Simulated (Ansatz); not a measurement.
# HOF (hypofluorous acid): SVWN5/STO-3G

Aim: the vertical singlet–triplet gap of HOF (hypofluorous acid) at SVWN5/STO-3G, from 2 runs. 

The results are computed with Ansatz 0.2.0.

## Step 1: The molecule

HOF: 3 atoms, total charge 0, spin state singlet. As SMILES, `OF`. Geometry: relaxed at PBE0-D4/def2-TZVP.

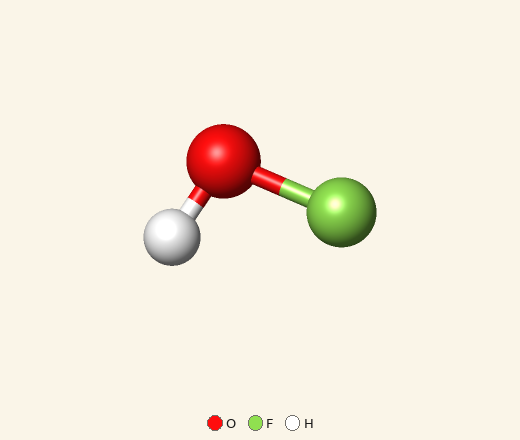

Viewed from a chosen angle; oxygen red, fluorine green, hydrogen white.

## Step 2: The energy at SVWN5/STO-3G

in.yaml

```yaml
crystal:
  periodic: [false, false, false]
  atoms:
    - {symbol: O, position_ang: [0.430590, -0.210340, 0.216330]}
    - {symbol: F, position_ang: [-0.221910, 1.014620, -0.010980]}
    - {symbol: H, position_ang: [-0.208690, -0.804280, -0.205350]}
basis:
  gaussian:
    orbitals: STO-3G
hamiltonian:
  xc: {name: SVWN5}
accuracy: high
```

Command:

```console
ansatz run in.yaml --threads 1 --pin off --max-ram 3480MiB --events-out events.jsonl --progress --plain --runs-dir runs
```

The program printed:

```text
Warning: RAYON_NUM_THREADS=1 ignored (pool sized by the plan → 1); use --threads N
Functional definition: SVWN5
  name "SVWN5"
  exchange = slater_x
  correlation = vwn5_c
168 factors; integrals over basis functions are off by at most 4.3e-8 eV
mean field evaluation 1: about -4675.9864 eV, gradient 8.3e0 eV
mean field evaluation 2: about -4675.9244 eV, gradient 1.0e1 eV
mean field evaluation 4: about -4676.2473 eV, gradient 2.5e-1 eV
mean field evaluation 8: about -4676.2098 eV, gradient 3.1e-3 eV
mean field evaluation 16: about -4676.2098 eV, gradient 1.6e-8 eV
mean field -4676.20975989 eV, -171.8475390273 hartree, gradient 1.6e-8 eV, S^2 0.000000; 0 other end points of the search recorded, 0 dependent functions left out
reference -4676.20976086 eV, -171.8475390627 hartree; 9, 9 occupied and 2, 2 virtual orbitals, 168 factors
Total energy: -4676.20976086 eV, -171.8475390627 hartree
```

Wall time 0.32 s (1 thread of Arm Neoverse V1, shared host).

## Step 3: The triplet, same level

run.yaml

```yaml
basis:
  gaussian:
    orbitals: STO-3G
crystal:
  periodic: [false, false, false]
  atoms:
    - {symbol: O, position_ang: [0.430590, -0.210340, 0.216330]}
    - {symbol: F, position_ang: [-0.221910, 1.014620, -0.010980]}
    - {symbol: H, position_ang: [-0.208690, -0.804280, -0.205350]}
magnetization:
  spin_polarized: true
  initial_magnetization: 2
hamiltonian:
  xc: {name: SVWN5}
accuracy: high
```

Command:

```console
ansatz run run.yaml --threads 1 --pin off --max-ram 3480MiB --events-out events.jsonl --progress --plain --runs-dir runs
```

The program printed:

```text
Warning: RAYON_NUM_THREADS=1 ignored (pool sized by the plan → 1); use --threads N
[... 4 set-up lines as earlier in the session ...]
168 factors; integrals over basis functions are off by at most 4.3e-8 eV
mean field evaluation 1: about -4671.4438 eV, gradient 6.9e0 eV
mean field evaluation 2: about -4669.3805 eV, gradient 1.7e1 eV
mean field evaluation 4: about -4671.8180 eV, gradient 3.3e-1 eV
mean field evaluation 8: about -4671.8022 eV, gradient 5.3e-3 eV
mean field evaluation 16: about -4671.8022 eV, gradient 1.6e-8 eV
mean field -4671.80215244 eV, -171.6855624411 hartree, gradient 1.6e-8 eV, S^2 2.001238; 3 other end points of the search recorded, 0 dependent functions left out
reference -4671.80215340 eV, -171.6855624762 hartree; 10, 8 occupied and 1, 3 virtual orbitals, 168 factors
Total energy: -4671.80215340 eV, -171.6855624762 hartree
```

Wall time 0.72 s (1 thread of Arm Neoverse V1, shared host).

## Step 4: Results

At SVWN5/STO-3G:

| quantity | value |
| --- | --- |
| singlet: total energy | -171.84754 Eh |
| triplet: total energy | -171.68556 Eh |
| triplet: ⟨S²⟩ | 2.001 |
| vertical energy of the triplet above the singlet | 4.408 eV |

At this shape the triplet lies 4.41 eV (425 kJ/mol) above the singlet. In a minimal basis such a difference can be off by several eV, whatever the method.
